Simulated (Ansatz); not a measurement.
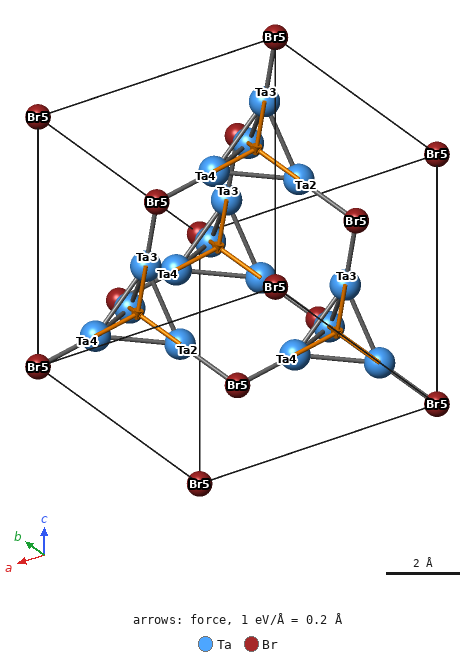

Starting geometry of a crystal of Ta4Br (a generated structure, set up in F-43m) (coarse preliminary run) with the computed forces as orange arrows. The picture is a ball-and-stick view of the conventional cell (4 times the calculation's cell), seen from a free direction. Lengths and directions refer to the drawn axes.

All numbers below come from DFT PBE, scalar-relativistic, plane waves, PAW (Ansatz).

The input:
```yaml
crystal:
  lattice:
    - [0.0, 3.94734652, 3.94734652]
    - [3.94734652, 0.0, 3.94734652]
    - [3.94734652, 3.94734652, 0.0]
  atoms:
    - { symbol: Ta, position: [0.85612138, 0.85612138, 0.85612138] }
    - { symbol: Ta, position: [0.85612138, 0.85612138, 0.43163585] }
    - { symbol: Ta, position: [0.85612138, 0.43163585, 0.85612138] }
    - { symbol: Ta, position: [0.43163585, 0.85612138, 0.85612138] }
    - { symbol: Br, position: [0.0, 0.0, 0.0] }
basis:
  ecutwfc: 420
kpoints:
  mp_grid: { grid: [4, 4, 4] }
hamiltonian:
  xc: pbe
scf:
  occupations: { method: gaussian, width: 0.1 }
  lower_state_search: "off"
output:
  forces: true
  stress: true
  eigenvalues: true
relax:
  adjacent_minimum: "off"
  f_tol: 0.04
  max_steps: 70
  cell: { stress_tol: 0.4 }
```

Launched with:
```bash
ansatz run input.yaml --threads 1 --pin off --max-ram 2560MiB --backend cpu --events-out ev --progress --plain --runs-dir out
```

**Is this structure relaxed? If not, where do the atoms go?**

It isn't relaxed: the largest force vector, on Ta atoms, is 7.92 eV/Å. The atoms end up moving mostly along the starting forces (cosine between the two patterns 1.00). After 9 accepted moves (11 points after the start) the energy has fallen by 3832 meV per atom. The largest force component goes from 4.6 to 0.019 eV/Å. Pressure: 84.53 GPa at the start and 0.05 GPa at the end. The SCF was repeated twice at an unchanged geometry on a basis and grid sized afresh for the cell, which shifted the energy by 66.5 meV per atom at most. The largest moves relative to the cell, 0.33 Å, are those of Ta1, Ta2, Ta3 and Ta4. Ta2 goes along [1 1 1]. Br stays in place. The drawn cell changes as follows: a = b = c 7.895 → 10.365 Å (+31.3 %); the volume changes by +126.3 %. Some distances before and after: Ta1–Ta2 3.213 → 4.752 Å, Ta1–Br5 1.967 → 2.910 Å, Ta1–Ta2 (another image) 2.370 → 2.577 Å. The space group stays F-43m (No. 216).
